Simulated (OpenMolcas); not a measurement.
# Predicting a hybrid from its neighbours: HOI (hypoiodous acid)

HOI has 3 atoms, charge 0, and is taken as a singlet. SMILES: `OI`. Geometry: relaxed at PBE0-D4/def2-TZVP.

The electronic atomisation energy y, in eV, basis def2-TZVPP with a core potential; a is the functional's share of exact exchange. Programs: OpenMolcas 26.06.

| functional | program | a | y (eV) |
| --- | --- | --- | --- |
| TPSS | OpenMolcas | 0 | 7.07 |
| revPBE | OpenMolcas | 0 | 6.98 |
| B3LYP | OpenMolcas | 0.2 | 6.91 |
| PBE0 | OpenMolcas | 0.25 | ? |
| BHLYP | OpenMolcas | 0.5 | 6.23 |

Fit y = c + s·a to the known rows and predict PBE0.


1. Means of the 4 rows: a = 0.1750, y = 6.798.
2. Σ(Δa)² = 0.1675, Σ(Δa·Δy) = -0.26125, so the slope is -0.26125/0.1675 = -1.5597.
3. Intercept: 6.798 − (-1.5597) × 0.1750 = 7.071. The largest residual of the fit is 0.15.
4. PBE0: 7.071 + (-1.5597) × 0.25 = 6.68 eV.

The run gave 6.85 eV, so the prediction is off by -0.17 eV, about the scatter of the fit. Spin-orbit coupling is left out.

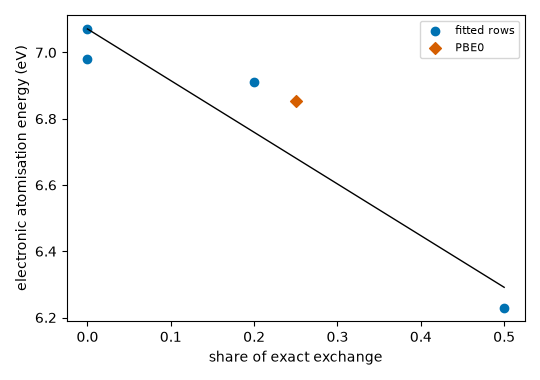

The fitted line, with the withheld row.
